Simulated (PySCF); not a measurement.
# Energy and gradient calculation of CH$_{3}$BrClIn (part 2 of 2)

The same run, continued: CH$_{3}$BrClIn, SMILES [CH3][In]([Cl])[Br]; B3LYP/def2-TZVP, RKS, core potentials def2-svp (PySCF 2.14.0). The geometry comes from this level: PBE0-D4/def2-TZVP.

Geometry of the input (Å):
```
C  -0.1311  1.1352  -0.0205
In 0.1215  -0.9767  0.0357
Cl 1.8573  -2.0205  1.1783
Br -1.3472  -2.6032  -1.0868
H  -1.1776  1.3690  -0.2081
H  0.1933  1.5602  0.9281
H  0.4838  1.5359  -0.8266
```

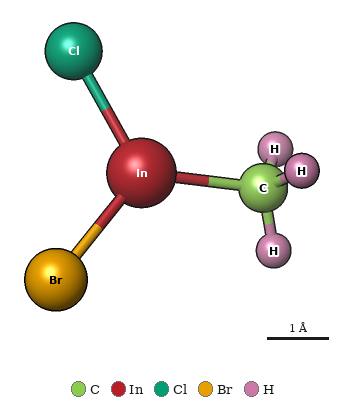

Fig. 1: The structure (ball-and-stick view, seen at a tilt). Sticks mark near contacts.

**Output, continued**
```
MO #126 energy= 1.88218333265116   occ= 0
MO #127 energy= 1.88527862245108   occ= 0
MO #128 energy= 1.93844568576759   occ= 0
MO #129 energy= 1.96573897158083   occ= 0
MO #130 energy= 2.04235570767883   occ= 0
MO #131 energy= 2.06173401339299   occ= 0
MO #132 energy= 2.07962140602657   occ= 0
MO #133 energy= 2.09307162252203   occ= 0
MO #134 energy= 2.09502878872241   occ= 0
MO #135 energy= 2.11123152947197   occ= 0
MO #136 energy= 2.12542581449598   occ= 0
MO #137 energy= 2.14728216397574   occ= 0
MO #138 energy= 2.16104948655429   occ= 0
MO #139 energy= 2.18813787662435   occ= 0
MO #140 energy= 2.22456226524693   occ= 0
MO #141 energy= 2.2411763752858    occ= 0
MO #142 energy= 2.25523340018765   occ= 0
MO #143 energy= 2.26762150193391   occ= 0
MO #144 energy= 2.30427813094797   occ= 0
MO #145 energy= 2.30954462624554   occ= 0
MO #146 energy= 2.32080434322706   occ= 0
MO #147 energy= 2.34141516552945   occ= 0
MO #148 energy= 2.36160167795817   occ= 0
MO #149 energy= 2.43961934039927   occ= 0
MO #150 energy= 2.47891023171938   occ= 0
MO #151 energy= 2.53935001542096   occ= 0
MO #152 energy= 2.55617075381639   occ= 0
MO #153 energy= 2.67497567974288   occ= 0
MO #154 energy= 2.76208988172865   occ= 0
MO #155 energy= 2.79453703347879   occ= 0
MO #156 energy= 3.06839616640042   occ= 0
MO #157 energy= 3.09787065257663   occ= 0
MO #158 energy= 3.13368534525875   occ= 0
MO #159 energy= 3.20966744583171   occ= 0
MO #160 energy= 3.24727047320373   occ= 0
MO #161 energy= 3.33051502467179   occ= 0
MO #162 energy= 3.44847431385897   occ= 0
MO #163 energy= 3.48660570036856   occ= 0
MO #164 energy= 3.49680403875541   occ= 0
MO #165 energy= 3.67823847113048   occ= 0
MO #166 energy= 3.99634280256388   occ= 0
MO #167 energy= 4.01022938177195   occ= 0
MO #168 energy= 4.05837311122858   occ= 0
MO #169 energy= 4.12769979433011   occ= 0
MO #170 energy= 4.16572748307486   occ= 0
MO #171 energy= 4.17586817070742   occ= 0
MO #172 energy= 4.19813421880527   occ= 0
MO #173 energy= 4.39113620980049   occ= 0
MO #174 energy= 7.50571698857624   occ= 0
MO #175 energy= 10.7036750875192   occ= 0
MO #176 energy= 10.731206010531    occ= 0
MO #177 energy= 10.8850729083553   occ= 0
MO #178 energy= 22.108267867467    occ= 0
MO #179 energy= 25.0637775851337   occ= 0
MO #180 energy= 38.0190523934186   occ= 0
MO #181 energy= 38.7067501298112   occ= 0
MO #182 energy= 38.9665783195027   occ= 0
MO #183 energy= 39.1493992737989   occ= 0
MO #184 energy= 124.020064606208   occ= 0
 ** Mulliken pop on meta-lowdin orthogonal AOs  **
 ** Mulliken pop  **
pop of  0 C 1s            1.99988
pop of  0 C 2s            1.15842
pop of  0 C 3s            0.02545
pop of  0 C 4s            0.01093
pop of  0 C 5s            0.00118
pop of  0 C 2px           1.15833
pop of  0 C 2py           1.32748
pop of  0 C 2pz           1.15944
pop of  0 C 3px           0.00370
pop of  0 C 3py           0.02854
pop of  0 C 3pz           0.00372
pop of  0 C 4px           0.00105
pop of  0 C 4py           0.01921
pop of  0 C 4pz           0.00262
pop of  0 C 3dxy          0.00379
pop of  0 C 3dyz          0.00990
pop of  0 C 3dz^2         0.00732
pop of  0 C 3dxz          0.00218
pop of  0 C 3dx2-y2       0.01809
pop of  0 C 4dxy          0.00185
pop of  0 C 4dyz          0.00733
pop of  0 C 4dz^2         0.00162
pop of  0 C 4dxz          0.00052
pop of  0 C 4dx2-y2       0.00389
pop of  0 C 4f-3          0.00268
pop of  0 C 4f-2          0.00026
pop of  0 C 4f-1          0.00258
pop of  0 C 4f+0          0.00180
pop of  0 C 4f+1          0.00072
pop of  0 C 4f+2          0.00282
pop of  0 C 4f+3          0.00143
pop of  1 In 4s           1.80800
pop of  1 In 5s           1.02209
pop of  1 In 6s           0.01306
pop of  1 In 7s           0.03550
pop of  1 In 8s           0.00718
pop of  1 In 9s           0.08893
pop of  1 In 4px          0.00713
pop of  1 In 4py          0.25567
pop of  1 In 4pz          0.25856
pop of  1 In 5px          1.72799
pop of  1 In 5py          1.74598
pop of  1 In 5pz          1.74422
pop of  1 In 6px          0.13258
pop of  1 In 6py          0.03986
pop of  1 In 6pz          0.06366
pop of  1 In 7px          0.07210
pop of  1 In 7py          0.01783
pop of  1 In 7pz          0.03768
pop of  1 In 8px          0.09833
pop of  1 In 8py          0.00071
pop of  1 In 8pz          0.00095
pop of  1 In 4dxy         1.35812
pop of  1 In 4dyz         1.34910
pop of  1 In 4dz^2        1.35726
pop of  1 In 4dxz         1.36154
pop of  1 In 4dx2-y2      1.99835
pop of  1 In 5dxy         0.30706
pop of  1 In 5dyz         0.32854
pop of  1 In 5dz^2        0.32358
pop of  1 In 5dxz         0.27918
pop of  1 In 5dx2-y2      0.00261
pop of  1 In 6dxy         0.28060
pop of  1 In 6dyz         0.27168
pop of  1 In 6dz^2        0.26503
pop of  1 In 6dxz         0.26707
pop of  1 In 6dx2-y2      0.00245
pop of  1 In 4f-3         0.00042
pop of  1 In 4f-2         0.00023
pop of  1 In 4f-1         0.00026
pop of  1 In 4f+0         0.00014
pop of  1 In 4f+1         0.00017
pop of  1 In 4f+2         0.00023
pop of  1 In 4f+3         0.00030
pop of  1 In 5f-3         0.00398
pop of  1 In 5f-2         0.00192
pop of  1 In 5f-1         0.00207
pop of  1 In 5f+0         0.00034
pop of  1 In 5f+1         0.00031
pop of  1 In 5f+2         0.00100
pop of  1 In 5f+3         0.00138
pop of  2 Cl 1s           1.99999
pop of  2 Cl 2s           1.99965
pop of  2 Cl 3s           1.97407
pop of  2 Cl 4s           0.00827
pop of  2 Cl 5s           0.00024
pop of  2 Cl 2px          1.99990
pop of  2 Cl 2py          1.99992
pop of  2 Cl 2pz          1.99991
pop of  2 Cl 3px          1.83984
pop of  2 Cl 3py          1.94096
pop of  2 Cl 3pz          1.91050
pop of  2 Cl 4px          0.00464
pop of  2 Cl 4py          0.00259
pop of  2 Cl 4pz          0.00340
pop of  2 Cl 5px          0.00262
pop of  2 Cl 5py          0.00113
pop of  2 Cl 5pz          0.00131
pop of  2 Cl 6px          0.00061
pop of  2 Cl 6py          0.00038
pop of  2 Cl 6pz          0.00052
pop of  2 Cl 3dxy         0.01192
pop of  2 Cl 3dyz         0.00562
pop of  2 Cl 3dz^2        0.00468
pop of  2 Cl 3dxz         0.01002
pop of  2 Cl 3dx2-y2      0.00660
pop of  2 Cl 4dxy         0.00489
pop of  2 Cl 4dyz         0.00221
pop of  2 Cl 4dz^2        0.00231
pop of  2 Cl 4dxz         0.00325
pop of  2 Cl 4dx2-y2      0.00293
pop of  2 Cl 4f-3         0.00183
pop of  2 Cl 4f-2         0.00227
pop of  2 Cl 4f-1         0.00057
pop of  2 Cl 4f+0         0.00109
pop of  2 Cl 4f+1         0.00138
pop of  2 Cl 4f+2         0.00099
pop of  2 Cl 4f+3         0.00143
pop of  3 Br 1s           1.99997
pop of  3 Br 2s           1.99928
pop of  3 Br 3s           1.99892
pop of  3 Br 4s           1.98030
pop of  3 Br 5s           0.00803
pop of  3 Br 6s           0.00185
pop of  3 Br 2px          1.99998
pop of  3 Br 2py          1.99998
pop of  3 Br 2pz          1.99998
pop of  3 Br 3px          1.99974
pop of  3 Br 3py          1.99973
pop of  3 Br 3pz          1.99975
pop of  3 Br 4px          1.87095
pop of  3 Br 4py          1.86672
pop of  3 Br 4pz          1.90726
pop of  3 Br 5px          0.00455
pop of  3 Br 5py          0.00410
pop of  3 Br 5pz          0.00440
pop of  3 Br 6px          0.00240
pop of  3 Br 6py          0.00277
pop of  3 Br 6pz          0.00172
pop of  3 Br 3dxy         1.99991
pop of  3 Br 3dyz         1.99992
pop of  3 Br 3dz^2        1.99993
pop of  3 Br 3dxz         1.99992
pop of  3 Br 3dx2-y2      1.99992
pop of  3 Br 4dxy         0.01379
pop of  3 Br 4dyz         0.00766
pop of  3 Br 4dz^2        0.00479
pop of  3 Br 4dxz         0.00693
pop of  3 Br 4dx2-y2      0.00635
pop of  3 Br 5dxy         0.00455
pop of  3 Br 5dyz         0.00230
pop of  3 Br 5dz^2        0.00295
pop of  3 Br 5dxz         0.00266
pop of  3 Br 5dx2-y2      0.00465
pop of  3 Br 6dxy         0.00022
pop of  3 Br 6dyz         0.00022
pop of  3 Br 6dz^2        0.00015
pop of  3 Br 6dxz         0.00021
pop of  3 Br 6dx2-y2      0.00028
pop of  3 Br 4f-3         0.00225
pop of  3 Br 4f-2         0.00242
pop of  3 Br 4f-1         0.00121
pop of  3 Br 4f+0         0.00119
pop of  3 Br 4f+1         0.00096
pop of  3 Br 4f+2         0.00129
pop of  3 Br 4f+3         0.00215
pop of  4 H 1s            0.85769
pop of  4 H 2s            0.00487
pop of  4 H 3s            0.00283
pop of  4 H 2px           0.00072
pop of  4 H 2py           0.00060
pop of  4 H 2pz           0.00025
pop of  5 H 1s            0.86219
pop of  5 H 2s            0.00543
pop of  5 H 3s            0.00308
pop of  5 H 2px           0.00012
pop of  5 H 2py           0.00139
pop of  5 H 2pz           0.00065
pop of  6 H 1s            0.86254
pop of  6 H 2s            0.00528
pop of  6 H 3s            0.00298
pop of  6 H 2px           0.00035
pop of  6 H 2py           0.00134
pop of  6 H 2pz           0.00044
 ** Mulliken atomic charges  **
charge of    0C =     -0.96872
charge of    1In =      2.05708
charge of    2Cl =     -0.75445
charge of    3Br =     -0.72117
charge of    4H =      0.13305
charge of    5H =      0.12715
charge of    6H =      0.12707
Dipole moment(X, Y, Z, Debye): -0.58629,  3.47035, -0.20684
```

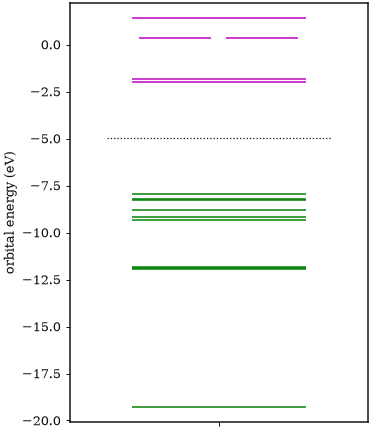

Fig. 2: Orbital energies near the frontier; the dotted line parts filled from empty levels, and levels within 0.02 eV of each other stand side by side. Highest filled −7.95 eV, lowest empty −2.01 eV, 5.94 eV apart.

**Key numbers**

| quantity | value |
| --- | --- |
| outcome | converged |
| total energy | −3264.657711 hartree |
| basis functions | 184 |
| largest force | 0.360 eV/Å |
| HOMO | −7.95 eV |
| LUMO | −2.01 eV |
| dipole moment | 3.53 D |
| wall time | 5.1 min |
| peak memory | 2.6 GiB |
